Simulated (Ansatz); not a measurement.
# MoSeS monolayer, Janus under uniaxial strain along the armchair direction, normal to a, with the width clamped

Aim: how do the optical modes of MoSeS monolayer, Janus shift and split under this strain?

Main program and level: Ansatz 0.2.0; DFT PBEsol, scalar-relativistic, plane waves, PAW; PAW set soft_1.

## 1. The structure

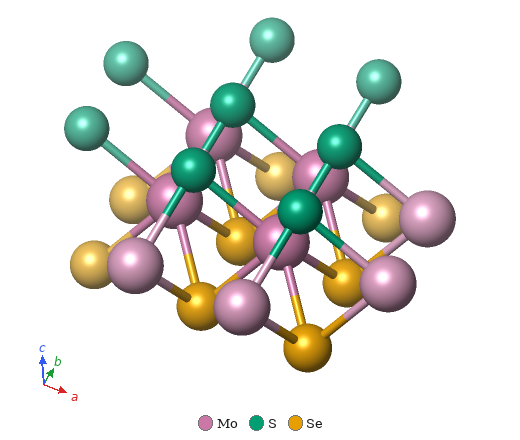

The starting structure, seen from a free direction (molybdenum pink, sulfur teal, selenium orange). 2×2×1 cells are drawn. Some periodic images of atoms are drawn too.

The cell holds 3 atoms: 1 Mo, 1 S and 1 Se. Its edges and angles: a = 3.300 Å, b = 3.300 Å, c = 30.400 Å, α = 90.0°, β = 90.0°, γ = 120.0°. Vacuum lies along c. The height across the vacuum is the one that the program set for its solve, not the one typed.

## 2. A rough relaxation first

The start is far from rest, so a relaxation with loose tolerances brings it close first. The program lengthens the typed cell of 20.0 Å along the normal to 30.4 Å, as its cut-off of the electrostatics needs, and moves no atom.

input.yaml

```yaml
crystal:
  lattice:
    - [3.3, 0.0, 0.0]
    - [-1.65, 2.85788, 0.0]
    - [0.0, 0.0, 20.0]
  atoms:
    - { symbol: Mo, position: [0.333333, 0.666667, 0.5] }
    - { symbol: S, position: [0.666667, 0.333333, 0.58] }
    - { symbol: Se, position: [0.666667, 0.333333, 0.415] }
  periodic: [true, true, false]
kpoints:
  mp_grid: { grid: [9, 9, 1] }
hamiltonian:
  xc: pbesol
  pseudopotentials: { kind: paw, azcp: { folder: soft_1 }, xc_functional: pbe }
scf:
  occupations: { method: gaussian, width: 0.1 }
output:
  forces: true
  stress: true
  eigenvalues: true
relax:
  adjacent_minimum: "off"
  f_tol: 0.05
  max_steps: 80
  cell: { stress_2d_tol: 0.02 }
```

The run is started by

```
ansatz run input.yaml --threads 4 --pin off --max-ram 16384MiB --backend cpu --events-out ev --progress --plain --runs-dir out
```

Numbers of over 12 decimals in the logs are rounded to 6 here.

Output:

```text
[...]
F+E_penalty+E_count = -11209.08495025 eV   max|allowed force component| = 2.542e-3 eV/Å   (the final SCF, on the basis selected at the relaxed cell)
  cell:  # Å, volume = 270.0908 Å³
    - [3.202969, 0, 0]
    - [-1.601485, 2.773853, 0]
    - [0, 0, 30.4]
  atoms:
    - { symbol: Mo, position: [0.333333, 0.666667, 0.329746] }
    - { symbol: S, position: [0.666667, 0.333333, 0.379892] }
    - { symbol: Se, position: [0.666667, 0.333333, 0.273914] }
[key lines of the parts left out:]
SCF converged after 9 iterations
Free energy (F): -11209.084950 eV
Fermi energy:    -4.831213 eV
P = ½ c Tr σ = 0.0098 N/m
```

Run time: 19 s. Hardware: 4 threads of Arm Neoverse V1, shared host; peak memory 0.58 GiB; 68 s of CPU time.

Step by step:

| step | energy less that of the first step (eV) | largest force component (eV/Å) | volume (Å³) |
| --- | --- | --- | --- |
| 1 | 0.0000 | 1.6052 | 286.70 |
| 2 | -0.1302 | 1.0418 | 270.38 |
| 3 | -0.1762 | 0.2169 | 267.86 |
| 4 | -0.1798 | 0.0286 | 270.56 |
| 5 | -0.1799 | 0.0023 | 270.09 |
| 6* | -0.1794 | 0.0025 | 270.09 |

Relaxation steps marked * repeat the geometry before them on a plane-wave basis chosen anew for their cell, so energy and pressure can jump there.

The run keeps the 6 symmetry operations that it works with, so distortions that break them were not tested.

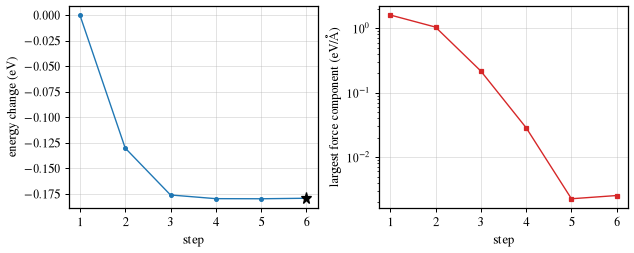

Energy and largest force along the relaxation. Stars mark steps on a basis chosen anew.

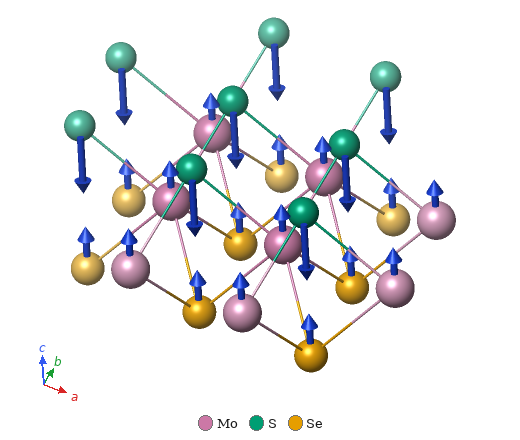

Displacements in the relaxation, exaggerated, measured against the changing cell; the longest in the cell stands for 0.05 Å. 2×2×1 cells are drawn. Some periodic images of atoms are drawn too.

| cell as run | before | after | change |
| --- | --- | --- | --- |
| a (Å) | 3.300 | 3.203 | -2.9 % |
| b (Å) | 3.300 | 3.203 | -2.9 % |

The atoms that moved most (Å, along periodic axes as changes of fractional coordinates times the final cell, across vacuum about the mean position):

| atom | dx | dy | dz | length |
| --- | --- | --- | --- | --- |
| S2 | 0.000 | 0.000 | -0.051 | 0.051 |
| Se3 | 0.000 | 0.000 | 0.027 | 0.027 |
| Mo1 | 0.000 | 0.000 | 0.024 | 0.024 |

Final coordinates:

```
Mo S Se
1.0
     3.20297    0.00000    0.00000
    -1.60148    2.77385    0.00000
     0.00000    0.00000   30.40000
Mo S Se
1 1 1
Direct
  0.33333 0.66667 0.32975
  0.66667 0.33333 0.37989
  0.66667 0.33333 0.27391
```

Numbers from this step:

```yaml
gap_on_the_k_mesh: 1.702 eV
area_per_atom: 2.962 Å²
```

The relaxation ends with a largest force component of 0.0025 eV/Å.

## 3. Relaxation

Harmonic phonons are second derivatives at a point where the forces vanish, and they are wanted at zero stress, so atoms and cell are relaxed first.

input.yaml

```yaml
crystal:
  lattice:
    - [3.2029693327, 0.0, 0.0]
    - [-1.6014846663, 2.7738528096, 0.0]
    - [0.0, 0.0, 30.4]
  atoms:
    - { symbol: Mo, position: [0.3333333333, 0.6666666667, 0.3297463016] }
    - { symbol: S, position: [0.6666666667, 0.3333333333, 0.3798918377] }
    - { symbol: Se, position: [0.6666666667, 0.3333333333, 0.2739144923] }
  periodic: [true, true, false]
kpoints:
  mp_grid: { grid: [12, 12, 1] }
hamiltonian:
  xc: pbesol
  pseudopotentials: { kind: paw, azcp: { folder: soft_1 }, xc_functional: pbe }
scf:
  occupations: { method: gaussian, width: 0.02 }
output:
  forces: true
  stress: true
  eigenvalues: true
  write_density: true
  write_potential: true
  elf: true
  volumetric_format: npy
relax:
  adjacent_minimum: "off"
  f_tol: 0.005
  max_steps: 80
  cell: { stress_2d_tol: 0.02 }
```

Output:

```text
[...]
Crystal: 3 atoms, lattice volume = 270.091 Å³
Basis set: ecut = 420 eV, 5333 PW (Γ), exchange–correlation on 48×48×432 points (8 copies of the dense FFT grid, shifted against one another)
Bands: 22, of which v1, the nominal top of the filled ones, is band 18 counted from 1 (17 counted from 0)
Symmetry: 6 space group operations
[...]
k-points: 19 of 144 (time reversal used)
[...]
SCF iter   1: F=—  HF=-11210.342572 eV  |F-HF|=—  |Δ(HF+E_count)|=         —  Δρ=3.57e-2  dr2=5.11e0  ethr=3.10e-3  ⟨swp⟩=18.0  Hψ=3851  notcnv=0
[...]
SCF iter  11: F=-11209.085000 eV  HF=-11209.085000 eV  |F-HF|=3.95e-10  |Δ(HF+E_count)|=   2.35e-8  Δρ=4.88e-7  dr2=1.97e-9  ethr=2.47e-11  ⟨swp⟩=10.4  Hψ=3312  notcnv=0
SCF 1 converged in 11 iterations: F = -11209.085000 eV  dr2 = 1.97e-9
[...]
relax step   1: F+E_penalty+E_count = -11209.08499986 eV  Δ(F+E_penalty+E_count) = +0.000e0 eV  max|allowed force component| = 2.505e-3 eV/Å  Δτ_max = 0.0000 Å  P = +0.010 N/m  Ω = 270.091 Å³  fix = [c, alpha, beta]  reactions: c +0.000 N/m  (11 SCF iters, dr2 threshold 1.00e-7 eV, accepted)
[...]
SCF iter   1: F=—  HF=-11209.085003 eV  |F-HF|=—  |Δ(HF+E_count)|=         —  Δρ=1.22e-6  dr2=5.28e-9  ethr=2.46e-7  ⟨swp⟩=6.6  Hψ=5758  notcnv=0
eigensolver tolerance schedule: the retry pair's looser diagonalisation over-reported the residual by 16783.03 of it (diagonalisation noise at an unbounded share of the residual, at the tolerance the schedule requests for it); recorded, not acted on — ethr = c·dr2/N_el stays at c = 1.0e-1
[...]
SCF iter   2: F=—  HF=-11209.085000 eV  |F-HF|=—  |Δ(HF+E_count)|=   3.01e-6  Δρ=8.51e-7  dr2=9.78e-9  ethr=1.47e-11  ⟨swp⟩=6.7  Hψ=1661  notcnv=0
[...]
SCF iter   7: F=-11209.085000 eV  HF=-11209.085000 eV  |F-HF|=5.46e-11  |Δ(HF+E_count)|=  3.53e-10  Δρ=1.54e-8  dr2=1.13e-12  ethr=1.00e-12  ⟨swp⟩=11.2  Hψ=3120  notcnv=0
SCF 2 converged in 7 iterations: F = -11209.085000 eV  dr2 = 1.13e-12
relax step   2: F+E_penalty+E_count = -11209.08499987 eV  Δ(F+E_penalty+E_count) = -1.775e-9 eV  max|allowed force component| = 2.504e-3 eV/Å  Δτ_max = 0.0000 Å  P = +0.010 N/m  Ω = 270.091 Å³  fix = [c, alpha, beta]  reactions: c +0.000 N/m  stress off target by 9.97e-3 N/m on what of the cell is left free  SCF on the basis re-selected at this cell (its energy is not comparable with the rows above)  (7 SCF iters)
basis re-selected at this cell: Δ(F+E_penalty+E_count) = -1.775e-9 eV, ΔP = +0.000 N/m vs the last step (what re-selecting the basis moved, of the pressure what is left beyond the Pulay correction that the steps carried, after the strain that the cell walked since its last selection, with what the two solves' SCF thresholds leave and, on support functions, any second-order correction that the steps lacked; it is no m [...]
WARN: The output density's exchange-correlation potential varies sharply where the density is thin. Do not read a vacuum level from v_tot or v_xc, or from such a field of the output density. On a cell that repeats whose density bears no net charge and no dipole along the vacuum's axis use v_es (v_loc + v_h of the components); under efield.dipole_correction with no amplitude use v_es + v_field, which holds any externa [...]
SCF converged after 7 iterations
Free energy (F): -11209.085000 eV
[...]
Internal energy: -11209.085000 eV  (E = F + TS)
E sigma→0 (E₀):  -11209.085000 eV
Fermi energy:    -4.831212 eV
[...]
--- Forces (eV/Å), atoms counted from 1 ---
  atom   1  Mo     0.00000000    -0.00000000    -0.00103837
  atom   2  S      0.00000000     0.00000000     0.00250432
  atom   3  Se    -0.00000000     0.00000000    -0.00146635
  max |Σ_I F_I| component: 3.98e-7 eV/Å
--- 2D stress c σ (N/m, compression-positive) ---
        0.009973      -0.000000       0.000000
       -0.000000       0.009973       0.000000
        0.000000       0.000000       0.000000
  P = ½ c Tr σ = 0.0100 N/m
--- Band table (eV; the first three rows and the last of 19) ---
  k-point 0: bands = [... 14 lower, -7.6713, -6.8370, -6.8370, -5.7536, -2.7253, -2.7253, -2.3628, -2.3628]
  k-point 1: bands = [... 14 lower, -7.8792, -6.9794, -6.7582, -5.7783, -2.9213, -2.7838, -2.6284, -2.4365]
  k-point 2: bands = [... 14 lower, -7.9096, -7.2192, -6.8088, -5.9645, -3.4823, -3.0080, -2.8853, -2.1372]
  k-point 18: bands = [... 14 lower, -9.1594, -8.6500, -7.8155, -5.6821, -3.9803, -2.8375, -2.1950, -0.8101]
--- Relaxed structure (1 steps of the walk, 1 accepted, 1 SCFs on fresh bases) ---
[...]
cell:  # Å, volume = 270.0908 Å³
    - [3.202969, -2.8867490458900593e-11, 0.0]
    - [-1.601485, 2.773853, 0.0]
    - [0.0, 0.0, 30.4]
  atoms:
    - { symbol: Mo, position: [0.333333, 0.666667, 0.329746] }
    - { symbol: S, position: [0.666667, 0.333333, 0.379892] }
    - { symbol: Se, position: [0.666667, 0.333333, 0.273914] }
```

It took 10 s on 4 threads; peak memory 0.6 GiB; 40 s of CPU time.

Little changed from the start: no atom moved by 0.005 Å and no cell edge by 0.1 %.

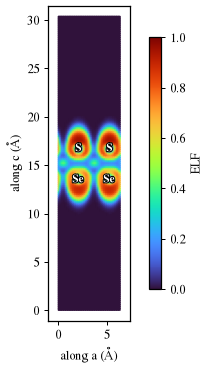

ELF in the ac plane at fractional y = 0.333, with atoms of S and Se within 0.2 Å of it. It is the smooth field of the valence electrons, not physical close to the nuclei.

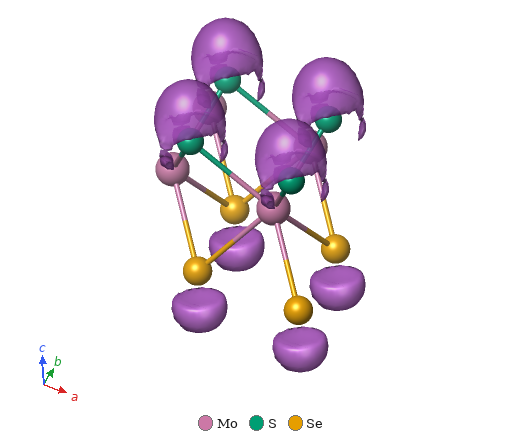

Surface of ELF = 0.85. 2×2×1 cells are drawn.

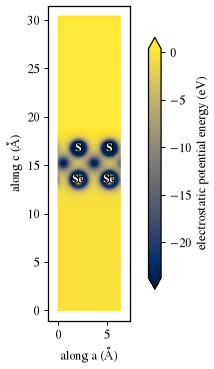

Electrostatic potential energy in the ac plane at fractional y = 0.333, with atoms of S and Se within 0.2 Å of it. With pseudopotentials it is smooth inside the atoms' cores, unlike the true potential.

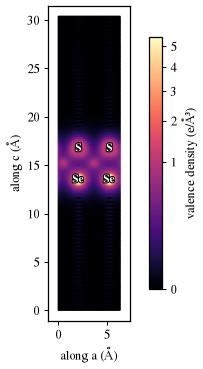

Valence density in the ac plane at fractional y = 0.333, with atoms of S and Se within 0.2 Å of it. It is the smooth field of the valence electrons, not physical close to the nuclei. The colour scale is stretched toward low values.

## 4. Tight relaxation

Phonons need small forces and stress, so the relaxation is finished with tight tolerances on 12×12×1 k points.

Edit input.yaml of step 3 so:

```diff
@@ -16,3 +16,3 @@
 scf:
-  occupations: { method: gaussian, width: 0.02 }
+  occupations: { method: fixed }
 output:
@@ -27,4 +27,4 @@
   adjacent_minimum: "off"
-  f_tol: 0.005
-  max_steps: 80
-  cell: { stress_2d_tol: 0.02 }
+  f_tol: 0.001
+  max_steps: 60
+  cell: { stress_2d_tol: 0.002 }
```

Output:

```text
[...]
Crystal: 3 atoms, lattice volume = 270.091 Å³
Basis set: ecut = 420 eV, 5333 PW (Γ), exchange–correlation on 48×48×432 points (8 copies of the dense FFT grid, shifted against one another)
Bands: 22, of which v1, the nominal top of the filled ones, is band 18 counted from 1 (17 counted from 0)
Symmetry: 6 space group operations
[...]
k-points: 19 of 144 (time reversal used)
[...]
--- Relaxed structure (3 steps of the walk, 3 accepted, 1 SCFs on fresh bases) ---
[...]
cell:  # Å, volume = 270.1142 Å³
    - [3.203108, -2.8868741925194358e-11, 0]
    - [-1.601554, 2.773973, 0]
    - [0, 0, 30.4]
  atoms:
    - { symbol: Mo, position: [0.333333, 0.666667, 0.329746] }
    - { symbol: S, position: [0.666667, 0.333333, 0.379894] }
    - { symbol: Se, position: [0.666667, 0.333333, 0.273913] }
[key lines of the parts left out:]
SCF converged after 10 iterations
Free energy (F): -11209.085000 eV
Fermi energy:    -5.682095 eV
P = ½ c Tr σ = -0.0007 N/m
```

Run time: 17 s. Hardware: 4 threads; peak memory 0.6 GiB.

Little changed from the start: no atom moved by 0.005 Å and no cell edge by 0.1 %.

This step gave:

| Quantity | Value |
| --- | --- |
| gap on the k-mesh | 1.701 eV |

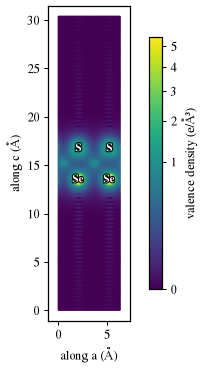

Valence density in the ac plane at fractional y = 0.333, with atoms of S and Se within 0.2 Å of it. It is the smooth field of the valence electrons, not physical close to the nuclei. The colour scale is stretched toward low values.

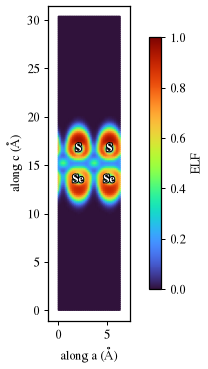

ELF in the ac plane at fractional y = 0.333, with atoms of S and Se within 0.2 Å of it. It is the smooth field of the valence electrons, not physical close to the nuclei.

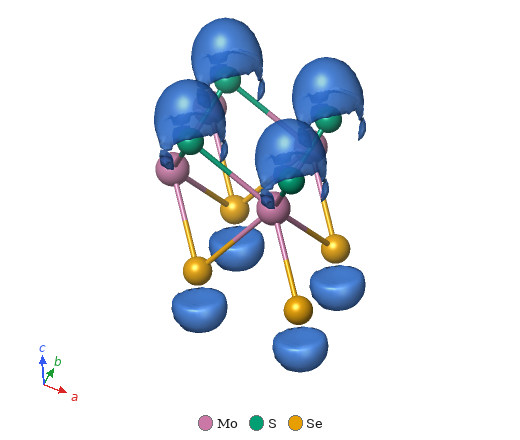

Surface of ELF = 0.85. 2×2×1 cells are drawn.

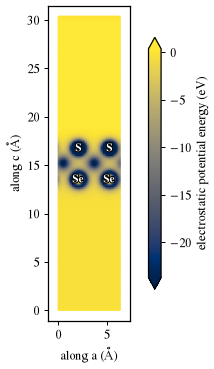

Electrostatic potential energy in the ac plane at fractional y = 0.333, with atoms of S and Se within 0.2 Å of it. With pseudopotentials it is smooth inside the atoms' cores, unlike the true potential.

The largest force component left is 0.14 meV/Å, within the tolerances set.

## 5. Zone-centre response at rest

Phonons follow from the second derivative of the energy, found here by linear response.

The modes at rest are the reference of the series.

input.yaml, the sections that differ from step 4:

```yaml
crystal:
  lattice:
    - [3.2031081881, 0.0, 0.0]
    - [-1.601554094, 2.773973062, 0.0]
    - [0.0, 0.0, 30.4]
  atoms:
    - { symbol: Mo, position: [0.3333333333, 0.6666666667, 0.3297455859] }
    - { symbol: S, position: [0.6666666667, 0.3333333333, 0.379893902] }
    - { symbol: Se, position: [0.6666666667, 0.3333333333, 0.2739131437] }
  periodic: [true, true, false]
output:
  eigenvalues: true
phonons:
  method: dfpt
# kpoints, hamiltonian, scf: as in step 4
# relax: removed
```

Output:

```text
[...]
Crystal: 3 atoms, lattice volume = 270.114 Å³
Basis set: ecut = 420 eV, 5333 PW (Γ), exchange–correlation on 48×48×432 points (8 copies of the dense FFT grid, shifted against one another)
Bands: 22, of which v1, the nominal top of the filled ones, is band 18 counted from 1 (17 counted from 0)
Symmetry: 6 space group operations
k-points: 43 of 144 (irreducible under 2 space group operations, time reversal used)
[...]
SCF iter   1: F=—  HF=-11210.337872 eV  |F-HF|=—  |Δ(HF+E_count)|=         —  Δρ=3.56e-2  dr2=5.09e0  ethr=3.10e-3  ⟨swp⟩=7.3  Hψ=5463  notcnv=0  defer=69
[...]
SCF iter  13: F=-11209.085000 eV  HF=-11209.085000 eV  |F-HF|=8.39e-10  |Δ(HF+E_count)|=  8.57e-10  Δρ=1.22e-7  dr2=4.90e-11  ethr=1.00e-12  ⟨swp⟩=19.3  Hψ=10414  notcnv=0
SCF 1 converged in 13 iterations: F = -11209.085000 eV  dr2 = 4.90e-11
[...]
DFPT response loops at Γ: preconditioner auto → none (the input reference at scf.mixing.eps_inf says where Resta's filter doesn't serve); β = 0.50; Broyden in place of MSR1
SCF converged after 13 iterations
Free energy (F): -11209.085000 eV
[...]
Internal energy: -11209.085000 eV  (E = F + TS)
E sigma→0 (E₀):  -11209.085000 eV
Fermi energy:    -5.682107 eV
[...]
--- Band table (eV; the first three rows and the last of 43) ---
  k-point 0: bands = [... 14 lower, -7.6710, -6.8370, -6.8370, -5.7537, -2.7259, -2.7259, -2.3634, -2.3634]
  k-point 1: bands = [... 14 lower, -7.8790, -6.9794, -6.7582, -5.7783, -2.9218, -2.7844, -2.6290, -2.4370]
  k-point 2: bands = [... 14 lower, -7.9093, -7.2193, -6.8087, -5.9646, -3.4825, -3.0086, -2.8858, -2.1378]
  k-point 42: bands = [... 14 lower, -8.9255, -8.5902, -7.3184, -6.1172, -3.6222, -2.9376, -2.6459, -1.1525]
--- Phonons (Γ-DFPT): 6 representative perturbations + reference, on 43 of 144 k-points (Σ response iterations 28) ---
  k mesh reduced under 2 symmetry operations, with k and −k counted as one. Each operation leaves every solved perturbation unchanged. A smaller set is not used because it would not reduce the number of displacements times k-points to solve
  ASR residual: 9.312e-5 → 0.000e0 eV/Å²; symmetrization residual: 9.169e-6 eV/Å²
  ASR residual per site (eV/Å²): 9.31e-5 8.28e-5 7.50e-5
  Γ frequencies (cm⁻¹): 0.00 0.00 0.00 207.01 207.01 291.04 354.79 354.79 442.09
  non-analytic LO–TO correction: not included (Born effective charges unavailable; polar crystals: no LO–TO splitting at Γ)
```

Elapsed: 63 s, on 4 threads; peak memory 1.3 GiB.

Reading the cycles: dr2 is the Hartree energy of the density residual (eV), the measure of convergence; HF is the Harris–Foulkes estimate of the energy, which meets the free energy F at convergence.

Numbers from this step:

- sum-rule residual before enforcement: 9.31e-5 eV/Å²
- point group: 3m
- highest optical mode at the zone centre (no LO-TO term): 442.1 cm⁻¹
- lowest optical zone-centre mode: 207.0 cm⁻¹

Without the LO-TO term. Patterns of degenerate modes are one choice out of their space. The modes at Γ (shares of kinetic energy by element, %):

| mode | frequency (cm⁻¹) | symmetry | Mo % | S % | Se % |
| --- | --- | --- | --- | --- | --- |
| 1 | 0.0 | acoustic | 46 | 15 | 38 |
| 2 | 0.0 | acoustic | 46 | 15 | 38 |
| 3 | 0.0 | acoustic | 46 | 15 | 38 |
| 4 | 207.0 | E | 15 | 27 | 58 |
| 5 | 207.0 | E | 15 | 27 | 58 |
| 6 | 291.0 | A1 | 20 | 20 | 60 |
| 7 | 354.8 | E | 39 | 57 | 4 |
| 8 | 354.8 | E | 39 | 57 | 4 |
| 9 | 442.1 | A1 | 34 | 65 | 2 |

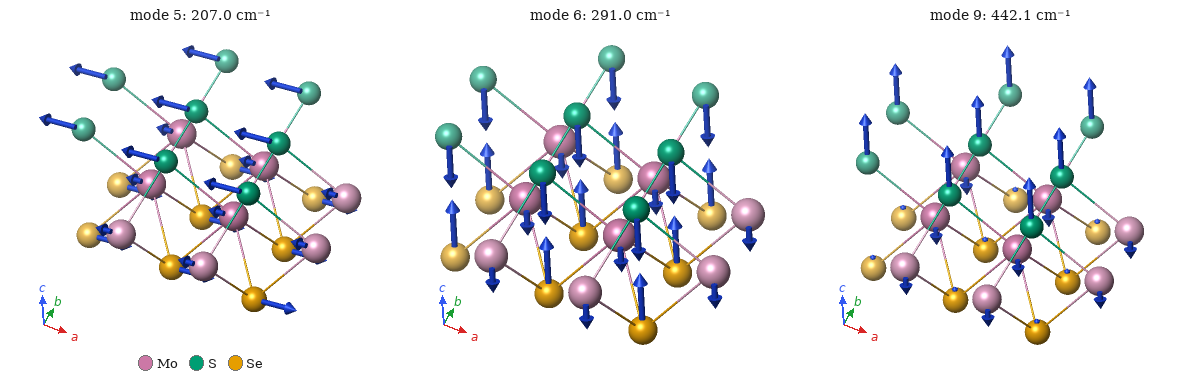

Displacement patterns of modes 5, 6 and 9 at Γ; arrows are exaggerated. 2×2×1 cells are drawn. Some periodic images of atoms are drawn too.

Before it was imposed, the acoustic sum rule was missed by 9.3e-5 eV/Å². Small misses are needed for a sound result but don't prove that mesh and cutoff are converged. The lowest optical mode is real, 207 cm⁻¹.

[end of part 1 of 2]

[Logs are printed without paths, hosts, clocks, repeated set-up lines and the standing remarks that a program may print on its own settings, such as how far it seeks lower states.]

[Hosts, paths, dates, database ids (printed as entryN), source tags and the programs' standing remarks are cut or masked in the printed files.]
